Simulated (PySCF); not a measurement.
SMILES B[SiH2][SiH2][GeH3] at its GFN2-xTB optimised geometry (Å):

```
13

B      1.6047    -2.2410     0.0000
Si    -0.3341    -2.2410     0.0000
Si    -1.0768    -0.0100     0.0000
Ge     0.6272     1.4643    -0.6387
H      2.2148    -2.2047    -0.9989
H      2.2205    -2.2088     0.9954
H     -0.9892    -2.8876    -1.1536
H     -0.9996    -2.8865     1.1474
H     -1.5447     0.4267     1.3226
H     -2.2205     0.2279    -0.8901
H      0.5723     2.8876    -0.1570
H      1.9948     1.0241    -0.1811
H      0.8388     1.6344    -2.1174
```

Calculation: PySCF with PBE0/def2-TZVP.

Map of the electron localisation function on the plane z = 1.5 Å:

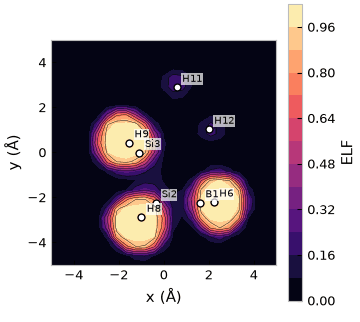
Electron localisation function on the plane z = 1.5 Å.
